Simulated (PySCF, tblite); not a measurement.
**C₄H₃N₂Si radical: geometry, infrared bands and EPR parameters**

What infrared bands and EPR parameters should C₄H₃N₂Si radical (`N#CC1=[C]C=N[SiH2]1`) show?

The runs use tblite 0.8.0 and PySCF 2.14.0, with density-fitted response routines of our own; the level of theory stands in each step. All values are computed, except where a source is named. Atoms count from 0, in the outputs and in this text.

## (1) The starting structure

10 atoms, charge 0, multiplicity 2; geometry from: force field or distance geometry start.

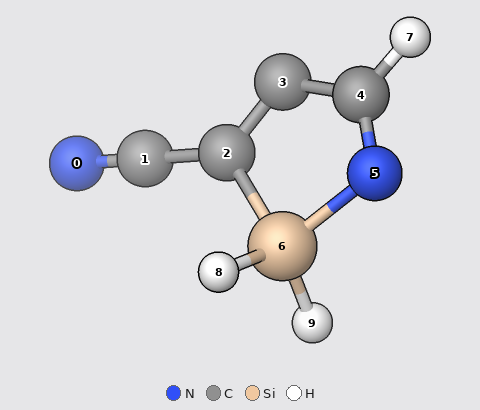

As it starts; nitrogen blue, carbon grey, silicon light orange, hydrogen white, atoms numbered.

## (2) Optimising the geometry with GFN2-xTB

The job: settings as JSON, then the geometry in Å.

```
{"job": {"kind": "relax", "xc": "GFN2-xTB", "basis": "xTB"}, "charge": 0, "multiplicity": 2}
N      3.216800    -0.960800    -0.334100
C      2.073200    -0.729700    -0.262800
C      0.686600    -0.447900    -0.136900
C     -0.345500    -1.242000    -0.330700
C     -1.649600    -0.701400    -0.137000
N     -1.764100     0.517400     0.172200
Si    -0.111000     1.175800     0.297000
H     -2.556900    -1.326400    -0.279700
H      0.278900     1.513400     1.666400
H      0.180400     2.206300    -0.676900
```

Launch:

```
$ OMP_NUM_THREADS=1 python probes_run.py task.json out
```

This one command runs all jobs of the session in turn.

What it wrote:

```text
step      E/eV     max force
  0    -475.97276    2.475
  1    -476.03101    4.926
  2    -476.07422    3.003
  3    -476.13255    0.694
  4    -476.14496    0.269
  5    -476.15185    0.280
  6    -476.15941    0.183
  7    -476.16090    0.182
  8    -476.16228    0.135
  9    -476.16368    0.154
 10    -476.16490    0.109
 11    -476.16581    0.074
 12    -476.16645    0.070
 13    -476.16684    0.065
 14    -476.16714    0.065
 15    -476.16735    0.040
 16    -476.16746    0.027
 17    -476.16750    0.022
 18    -476.16754    0.024
 19    -476.16759    0.024
 20    -476.16765    0.029
 21    -476.16771    0.029
 22    -476.16778    0.028
 23    -476.16785    0.025
 24    -476.16793    0.030
 25    -476.16798    0.020
 26    -476.16801    0.010
 27    -476.16802    0.011
 28    -476.16803    0.011
 29    -476.16805    0.015
 30    -476.16807    0.012
 31    -476.16808    0.010
```

It took 0.12 s on 1 thread of Intel Xeon 6975P-C, shared host.

Along the way:

```
step  energy from step 0 (eV)  largest force (eV/Å)
   0                   0.0000                2.4750
   1                  -0.0582                4.9263
   2                  -0.1015                3.0035
   3                  -0.1598                0.6944
   4                  -0.1722                0.2686
   5                  -0.1791                0.2802
   6                  -0.1866                0.1826
   7                  -0.1881                0.1819
   8                  -0.1895                0.1349
   9                  -0.1909                0.1538
  10                  -0.1921                0.1092
  11                  -0.1931                0.0739
  12                  -0.1937                0.0704
  13                  -0.1941                0.0647
  14                  -0.1944                0.0653
  15                  -0.1946                0.0402
  16                  -0.1947                0.0270
  17                  -0.1947                0.0223
  18                  -0.1948                0.0244
  19                  -0.1948                0.0241
  20                  -0.1949                0.0290
  21                  -0.1950                0.0291
  22                  -0.1950                0.0285
  23                  -0.1951                0.0253
  24                  -0.1952                0.0298
  25                  -0.1952                0.0200
  26                  -0.1952                0.0099
  27                  -0.1953                0.0110
  28                  -0.1953                0.0110
  29                  -0.1953                0.0149
  30                  -0.1953                0.0124
  31                  -0.1953                0.0095
```

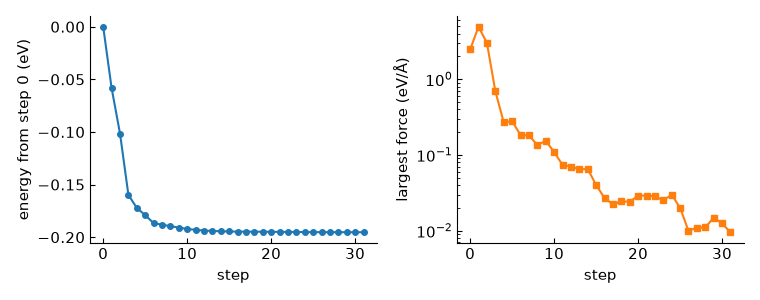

Energy and force, step by step.

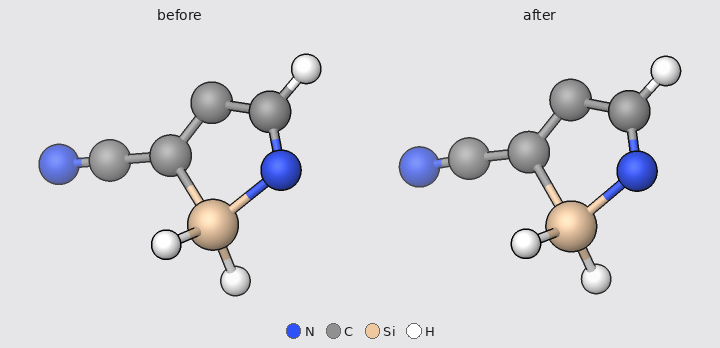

Before and after, at one scale.

Distances of close pairs at the start and the end, largest changes first:

```
  bond  before (Å)  after (Å)  change (Å)
C2–Si6       1.860      1.973      +0.113
 C1–C2       1.421      1.382      -0.039
N5–Si6       1.784      1.748      -0.036
 C4–H7       1.111      1.082      -0.029
 N0–C1       1.169      1.151      -0.018
 C4–N5       1.263      1.279      +0.017
 C3–C4       1.425      1.439      +0.014
Si6–H8       1.463      1.450      -0.013
```

The final coordinates are the input of the step that follows.

## (3) Infrared spectrum with GFN2-xTB

The job: settings as JSON, then the geometry in Å.

```
{"job": {"kind": "ir", "xc": "GFN2-xTB", "basis": "xTB"}, "charge": 0, "multiplicity": 2}
N      3.201720    -0.896053    -0.331661
C      2.061414    -0.754959    -0.264462
C      0.704476    -0.514838    -0.163331
C     -0.348885    -1.288359    -0.341595
C     -1.649193    -0.703485    -0.146831
N     -1.703061     0.529316     0.190968
Si    -0.101999     1.216830     0.329917
H     -2.558131    -1.275233    -0.278068
H      0.240166     1.514787     1.707530
H      0.162376     2.176649    -0.724994
```

What it wrote:

```text
mode    cm-1     km/mol
  1     124.6     11.26
  2     133.7      6.25
  3     228.5      2.94
  4     268.3      7.12
  5     402.2      7.55
  6     414.7      3.30
  7     415.8     16.12
  8     521.3     24.66
  9     532.0     36.17
 10     557.5     78.87
 11     579.3     12.51
 12     685.3     24.84
 13     710.6    182.08
 14     832.6    127.84
 15     872.5      6.94
 16     983.5     10.94
 17    1145.6     69.91
 18    1246.3     23.61
 19    1525.8    135.42
 20    1641.9     39.54
 21    2320.7    224.01
 22    2377.8     67.95
 23    2386.3    381.11
 24    3049.5     26.86
```

Run time: 0.2 s. Hardware: 1 thread of Intel Xeon 6975P-C, shared host.

The strongest bands and the atoms that carry them (share of the mass-weighted mode):

```
cm⁻¹  km/mol                               atoms
 558    78.9                    C2 38 %, C1 28 %
 711   182.1                    H9 36 %, H8 36 %
 833   127.8                   N5 59 %, Si6 19 %
1146    69.9  C3 30 %, C2 28 %, C4 17 %, H7 12 %
1526   135.4                    C4 51 %, N5 42 %
2321   224.0                    C1 61 %, N0 38 %
2378    68.0                    H9 56 %, H8 43 %
2386   381.1                    H8 54 %, H9 41 %
```

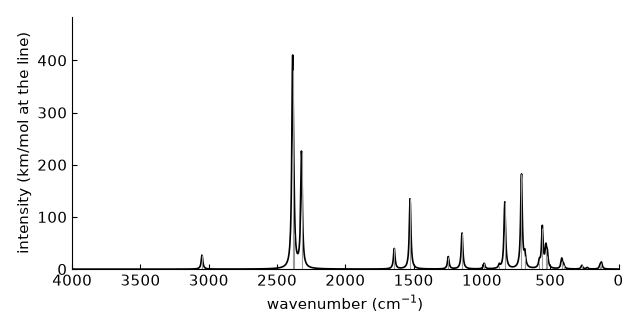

The infrared spectrum from these modes, unscaled. Lines are broadened to a width of 14 cm⁻¹ (Lorentzian).

## (4) EPR parameters: B3LYP/pcH-1

Same as in step 3 but for these lines:

```diff
@@ -1,2 +1,2 @@
-{"job": {"kind": "ir", "xc": "GFN2-xTB", "basis": "xTB"}, "charge": 0, "multiplicity": 2}
+{"job": {"kind": "epr", "basis": "pcH-1"}, "charge": 0, "multiplicity": 2}
 N      3.201720    -0.896053    -0.331661
```

Level: UKS B3LYP, pcH-1 on C H N Si, non-relativistic, mean-field spin-orbit, GIAO.

What it wrote:

```text
UKS, coarse grid
  cycle   1  E = -553.03948026  |g| = 4.13e-01
  cycle   2  E = -552.72585787  |g| = 9.27e-01
  cycle   3  E = -553.10956337  |g| = 1.40e-01
  cycle   4  E = -553.11949042  |g| = 3.99e-02
  cycle   5  E = -553.12029955  |g| = 2.34e-02
  cycle   6  E = -553.12054023  |g| = 8.70e-03
  cycle   7  E = -553.12059934  |g| = 3.96e-03
  cycle   8  E = -553.12062097  |g| = 1.94e-03
  cycle   9  E = -553.12062897  |g| = 1.74e-03
  cycle  10  E = -553.12063533  |g| = 7.34e-04
UKS, final grid
  cycle   1  E = -553.12062829  |g| = 8.72e-04
  cycle   2  E = -553.12062810  |g| = 1.74e-03
  cycle   3  E = -553.12062955  |g| = 3.51e-04
  cycle   4  E = -553.12062989  |g| = 3.54e-04
  cycle   5  E = -553.12063033  |g| = 2.49e-04
  cycle   6  E = -553.12063039  |g| = 3.52e-05
  cycle   7  E = -553.12063039  |g| = 2.69e-05
E = -553.12063039 Eh   <S^2> = 0.7628 (exact 0.7500)
g shifts (ppm)      1          2          3
  rmc          -168       -168       -168
  gc             -4         17         18
  oz_so       -1014       -867        153
  total       -1185      -1018          4
hyperfine (MHz)  atom isotope    a_iso     a_fc   dipolar eigenvalues
    0   14N      -0.81      -0.80     -3.39      0.97      2.42
    1   13C      38.25      38.26     -2.54      0.28      2.26
    2   13C     -12.20     -12.19    -22.13     -0.16     22.29
    3   13C     354.97     355.15    -77.51    -55.75    133.26
    4   13C      48.88      48.90    -10.13     -4.21     14.34
    5   14N      -0.94      -0.91     -4.43     -0.68      5.12
    6  29Si     -99.74     -99.91    -27.33     13.57     13.76
    7    1H      -2.63      -2.63     -6.57     -4.57     11.14
    8    1H       6.99       6.99     -2.32     -0.70      3.02
    9    1H       7.17       7.17     -2.32     -0.69      3.01
```

Wall time 30 s (1 thread of Intel Xeon 6975P-C, shared host); peak memory 0.82 GiB.

Principal g values 2.00113, 2.00130, 2.00232; g(iso) = 2.00159, against 2.00232 for a free electron.

Mean a(iso) over the nuclei that a row names, and the largest dipolar term of the row (other rows stand at the frozen geometry):

```
nuclei  isotope  a(iso) (MHz)  a(iso) (G, at g = 2.0023)  largest dipolar term (MHz)
    C3      13C         355.0                      126.7                       133.3
   Si6     29Si         -99.7                      -35.6                       -27.3
    C4      13C          48.9                       17.4                        14.3
    C1      13C          38.2                       13.6                        -2.5
    C2      13C         -12.2                       -4.4                        22.3
H8, H9       1H           7.1                        2.5                         3.0
    H7       1H          -2.6                       -0.9                        11.1
    N5      14N          -0.9                       -0.3                         5.1
    N0      14N          -0.8                       -0.3                        -3.4
```

Mulliken spin populations:

```
atom  value (e)
  N0      -0.04
  C1       0.03
  C2      -0.13
  C3       0.94
  C4      -0.01
  N5       0.07
 Si6       0.12
  H7       0.00
  H8       0.00
  H9       0.00
```

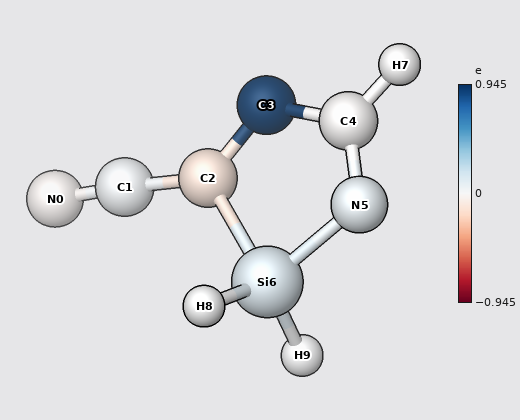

Mulliken spin populations, as colours on the atoms.

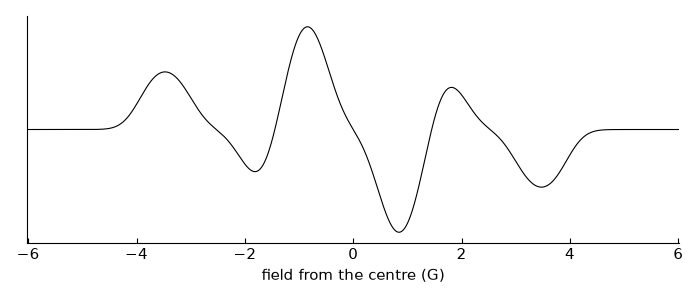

First-order isotropic spectrum (first derivative, main isotopes with spin only, couplings over 0.8 MHz, Gaussian width 0.3 G; couplings of the frozen geometry, rotation of groups not averaged beyond the rows shown).

The fields below are evaluated on a grid from the run's orbitals.

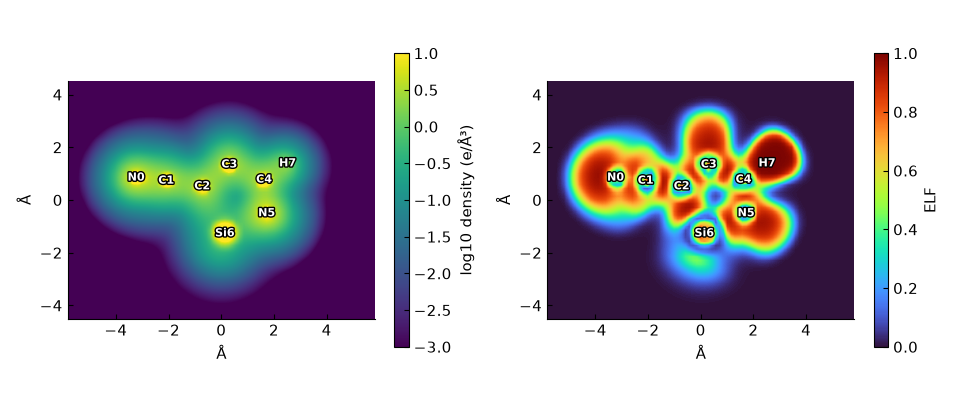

Density (left) and ELF (right) in a plane through or near 8 of the atoms.

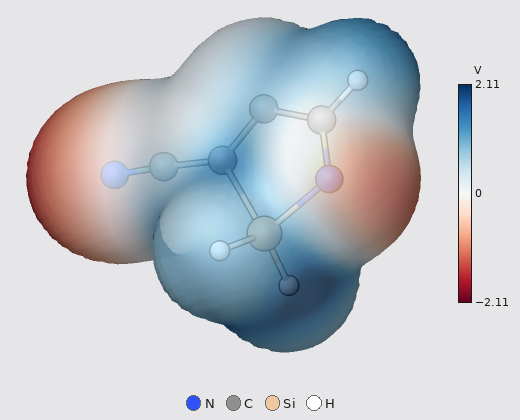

The potential that a unit positive charge feels on the 0.002 e/bohr³ surface, from -1.69 V near N0 to 2.11 V near Si6.

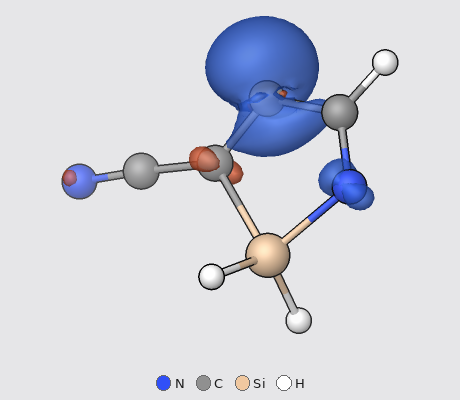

Spin density at ±0.06 e/Å³ (alpha excess blue, beta excess red).

## (5) Results

| quantity | value |
| --- | --- |
| strongest single infrared mode (GFN2-xTB) | 2386 cm⁻¹, 381 km/mol |
| zero-point energy (GFN2-xTB) | 34.2 kcal/mol |
| g(iso) (B3LYP) | 2.00159 |
| ⟨S²⟩ | 0.763 (exact 0.75) |
| largest a(iso) (averaged by class) | 13C on C3, 355.0 MHz |
| potential on the surface of density 0.002 e/bohr³, 1st and 99th percentile | -1.69 V and 2.11 V |

What this shows: Relaxing lowered the energy by 0.195 eV in 31 steps; the close pair that moved most is C2–Si6, from 1.860 to 1.973 Å. All 24 modes are real, so the xTB geometry is a minimum. The strongest single mode, at 2386 cm⁻¹, moves mainly H8 and H9. Unscaled tight-binding wavenumbers are off by several per cent, some by more. Its intensities can rank the bands wrongly. C3 carries the largest spin population, 0.94 e. The isotropic g lies 0.7 ppt below the free-electron value. The conformer search found further structures of the same energy, which may be mirror or relabelled copies of this one.
